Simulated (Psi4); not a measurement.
**SiHF (SMILES F[SiH]) at HSE06/def2-TZVPPD**

Aim: the vertical ionisation energy of SiHF at HSE06/def2-TZVPPD, from 2 runs. 

The calculation is run with Psi4 1.11.

## (1) The structure to begin with

SiHF has 3 atoms, charge 0, and is taken as a singlet. As SMILES, `F[SiH]`. The coordinates come from a PBE0-D4/def2-TZVP relaxation.

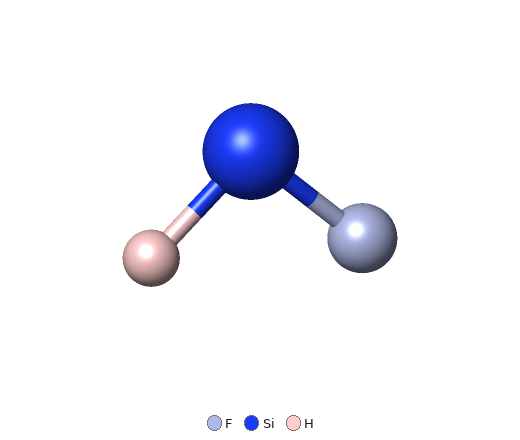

The structure, seen from a chosen angle (fluorine light blue, silicon blue, hydrogen pink).

## (2) A single-point energy at HSE06/def2-TZVPPD

Contents of fhsi.json:

```json
{
 "schema_name": "qcschema_input",
 "schema_version": 1,
 "molecule": {
  "schema_name": "qcschema_molecule",
  "schema_version": 2,
  "symbols": ["F", "Si", "H"],
  "geometry": [-2.06017942, 0.04610932, -1.13818204, 0.35300084, 1.18939362, 0.3284344, 1.68639159, -1.35795719, 0.78480326],
  "molecular_charge": 0,
  "molecular_multiplicity": 1,
  "fix_symmetry": "c1",
  "fix_com": true,
  "fix_orientation": true
 },
 "driver": "energy",
 "model": {
  "method": "hse06",
  "basis": "def2-TZVPPD"
 },
 "keywords": {
  "puream": true,
  "e_convergence": 1e-09,
  "d_convergence": 1e-08,
  "scf_type": "pk",
  "dft_radial_points": 99,
  "dft_spherical_points": 590,
  "scf_properties": ["MAYER_INDICES", "MULLIKEN_CHARGES", "DIPOLE"]
 }
}
```

Command:

```bash
$ psi4 --qcschema fhsi.json -n 1 --memory 1600MB
```

stdout:

```text
[...]
  Running in c1 symmetry.
[...]
  Nuclear repulsion =   48.194575458699973
[...]
  Multiplicity = 1
[...]
  Nalpha       = 12
  Nbeta        = 12
[...]
    Number of basis functions: 105
[...]
   @RKS iter   1:  -389.72831098137209   -3.94802e-01   4.39490e-03 DIIS/ADIIS
[...]
   @RKS iter  10:  -389.79033219804023   -1.64846e-12   1.79877e-09 DIIS
[...]
    Orbital Energies [Eh]
    ---------------------
    Doubly Occupied:
       1A    -66.295558     2A    -24.760140     3A     -5.361230
       4A     -3.698557     5A     -3.694106     6A     -3.689050
       7A     -1.210549     8A     -0.550742     9A     -0.458596
      10A     -0.452961    11A     -0.406488    12A     -0.243066
[...]
  @RKS Final Energy:  -389.79033219804023
   => Energetics <=
    Nuclear Repulsion Energy =             48.1945754586999726
    One-Electron Energy =                -637.0009181421435187
    Two-Electron Energy =                 223.2346765230321353
    DFT Exchange-Correlation Energy =     -24.2186660376288216
    Empirical Dispersion Energy =           0.0000000000000000
    VV10 Nonlocal Energy =                  0.0000000000000000
    Total Energy =                       -389.7903321980402325
[...]
 Multipole Moments:
 ------------------------------------------------------------------------------------
     Multipole            Electronic (a.u.)      Nuclear  (a.u.)        Total (a.u.)
 ------------------------------------------------------------------------------------
 L = 1.  Multiply by 2.5417464519 to convert [e a0] to [Debye]
 Dipole X            :         12.2394480          -11.9132114            0.3262365
 Dipole Y            :        -15.6511668           15.7085374            0.0573705
 Dipole Z            :          5.0482021           -4.8607535            0.1874486
 Magnitude           :                                                    0.3806030
[...]
  Mulliken Charges: (a.u.)
   Center  Symbol    Alpha    Beta     Spin     Total
       1     F     4.60914  4.60914  0.00000 -0.21829
       2    SI     6.85069  6.85069  0.00000  0.29862
       3     H     0.54017  0.54017  0.00000 -0.08033
   Total alpha = 12.00000, Total beta = 12.00000, Total charge = -0.00000
  Mayer Bond Indices:
[...]
```

The result, in JSON:

```text
{
 "driver": "energy",
 "model": {
  "method": "hse06",
  "basis": "def2-TZVPPD"
 },
 "success": true,
 "return_result": -389.79033219804023,
 "properties": {
  "calcinfo_nbasis": 105,
  "calcinfo_nmo": 105,
  "calcinfo_nalpha": 12,
  "calcinfo_nbeta": 12,
  "calcinfo_natom": 3,
  "nuclear_repulsion_energy": 48.19457545869997,
  "return_energy": -389.79033219804023,
  "scf_one_electron_energy": -637.0009181421435,
  "scf_two_electron_energy": 223.23467652303214,
  "scf_xc_energy": -24.21866603762882,
  "scf_dipole_moment": [0.3262365404638672, 0.05737052927083219, 0.18744861234345933],
  "scf_total_energy": -389.79033219804023,
  "scf_iterations": 10
 }
}
```

Run time: 12 s. Hardware: 1 thread of Intel Xeon 6975P-C (Granite Rapids), shared host; peak memory 0.72 GiB.

## (3) The doublet cation: energy and gradient at UHSE06/def2-TZVPPD

Contents of fhsi.json:

```json
{
  "schema_name": "qcschema_input",
  "schema_version": 1,
  "molecule": {
    "schema_name": "qcschema_molecule",
    "schema_version": 2,
    "symbols": ["F", "Si", "H"],
    "geometry": [-2.06017942, 0.04610932, -1.13818204, 0.35300084, 1.18939362, 0.3284344, 1.68639159, -1.35795719, 0.78480326],
    "molecular_charge": 1,
    "molecular_multiplicity": 2,
    "fix_symmetry": "c1"
  },
  "driver": "gradient",
  "model": {
    "method": "hse06",
    "basis": "def2-TZVPPD"
  },
  "keywords": {
    "reference": "uks",
    "puream": true,
    "e_convergence": 1e-09,
    "d_convergence": 1e-08,
    "scf_type": "pk",
    "dft_radial_points": 99,
    "dft_spherical_points": 590,
    "maxiter": 200,
    "scf_properties": ["DIPOLE", "MULLIKEN_CHARGES", "QUADRUPOLE"]
  }
}
```

Command:

```bash
$ psi4 --qcschema fhsi.json -n 1 --memory 1600MB
```

stdout (excerpt; [...] marks lines left out):

```text
[...]
  Running in c1 symmetry.
[...]
  Nuclear repulsion =   48.194575458699951
[...]
  Multiplicity = 2
[...]
  Nalpha       = 12
  Nbeta        = 11
[...]
    Number of basis functions: 105
[...]
   @UKS iter   1:  -389.37842119891235   -4.49118e-02   4.04522e-03 ADIIS/DIIS
[...]
   @UKS iter  12:  -389.43916231351540   -2.04636e-12   5.28481e-09 DIIS
[...]
   @S^2 Observed:                7.587198172E-01
[...]
  @UKS Final Energy:  -389.43916231351540
   => Energetics <=
    Nuclear Repulsion Energy =             48.1945754586999513
    One-Electron Energy =                -629.6390407276667247
    Two-Electron Energy =                 215.9781640862481140
    DFT Exchange-Correlation Energy =     -23.9728611307967654
    Empirical Dispersion Energy =           0.0000000000000000
    VV10 Nonlocal Energy =                  0.0000000000000000
    Total Energy =                       -389.4391623135153964
[...]
 Multipole Moments:
 ------------------------------------------------------------------------------------
     Multipole            Electronic (a.u.)      Nuclear  (a.u.)        Total (a.u.)
 ------------------------------------------------------------------------------------
 L = 1.  Multiply by 2.5417464519 to convert [e a0] to [Debye]
 Dipole X            :         -0.4955496            2.1060013            1.6104517
 Dipole Y            :          1.1875115           -0.6919729            0.4955385
 Dipole Z            :         -0.0000000            0.0000000           -0.0000000
 Magnitude           :                                                    1.6849668
 L = 2.  Multiply by 1.3450342976 to convert [e a0^2] to [Debye ang]
 Quadrupole XX       :        -58.9170749           49.7515904           -9.1654845
 Quadrupole XY       :        -12.8175009           12.6580157           -0.1594852
[...]
  Mulliken Charges: (a.u.)
   Center  Symbol    Alpha    Beta     Spin     Total
[...]
  -Total Gradient:
     Atom            X                  Y                   Z
    ------   -----------------  -----------------  -----------------
       1       -0.037135956539    -0.027347869369     0.000000000000
       2        0.046765687913     0.034448048421     0.000000000000
       3       -0.009641128615    -0.007100169158     0.000000000000
[...]
```

The result, in JSON:

```text
{
 "driver": "gradient",
 "model": {
  "method": "hse06",
  "basis": "def2-TZVPPD"
 },
 "success": true,
 "return_result": [-0.03713595653876853, -0.02734786936856587, 6.061185164805033e-14, 0.046765687913162254, 0.034448048420816946, 3.0588646431579715e-13, -0.009641128615359006, -0.007100169158288705, 1.93738811150079e-13],
 "properties": {
  "calcinfo_nbasis": 105,
  "calcinfo_nmo": 105,
  "calcinfo_nalpha": 12,
  "calcinfo_nbeta": 11,
  "calcinfo_natom": 3,
  "nuclear_repulsion_energy": 48.19457545869995,
  "return_energy": -389.4391623135154,
  "return_gradient": [-0.03713595653876853, -0.02734786936856587, 6.061185164805033e-14, 0.046765687913162254, 0.034448048420816946, 3.0588646431579715e-13, -0.009641128615359006, -0.007100169158288705, 1.93738811150079e-13],
  "scf_one_electron_energy": -629.6390407276667,
  "scf_two_electron_energy": 215.9781640862481,
  "scf_xc_energy": -23.972861130796765,
  "scf_dipole_moment": [1.6104516870685814, 0.4955385315212566, -2.3768527739365124e-11],
  "scf_total_energy": -389.4391623135154,
  "scf_total_gradient": [-0.03713595653876853, -0.02734786936856587, 6.061185164805033e-14, 0.046765687913162254, 0.034448048420816946, 3.0588646431579715e-13, -0.009641128615359006, -0.007100169158288705, 1.93738811150079e-13],
  "scf_iterations": 12
 }
}
```

Wall time 26 s (1 thread of Intel Xeon 6975P-C (Granite Rapids), shared host); peak memory 0.72 GiB.

## (4) Results

At HSE06/def2-TZVPPD:

```
                                          quantity          value
                        singlet SiHF: total energy  -389.79033 Eh
                       singlet SiHF: dipole moment         0.97 D
                         singlet SiHF: HOMO energy       -6.61 eV
                         singlet SiHF: LUMO energy       -3.08 eV
                       singlet SiHF: HOMO–LUMO gap        3.53 eV
                      doublet cation: total energy  -389.43916 Eh
doublet cation: HOMO energy (highest over α and β)      -15.73 eV
 doublet cation: LUMO energy (lowest over α and β)      -12.43 eV
                              doublet cation: ⟨S²⟩          0.759
          doublet cation: largest force on an atom     2.987 eV/Å
vertical ionisation energy (to the doublet cation)       9.556 eV
```

The vertical ionisation energy comes to 9.56 eV (922 kJ/mol). −ε(HOMO) before ionisation, 6.61 eV, is 2.94 eV below this ionisation energy. Mulliken charges (singlet SiHF) run from -0.22 on F1 to +0.30 on Si2; in a basis this large or diffuse they mean little.
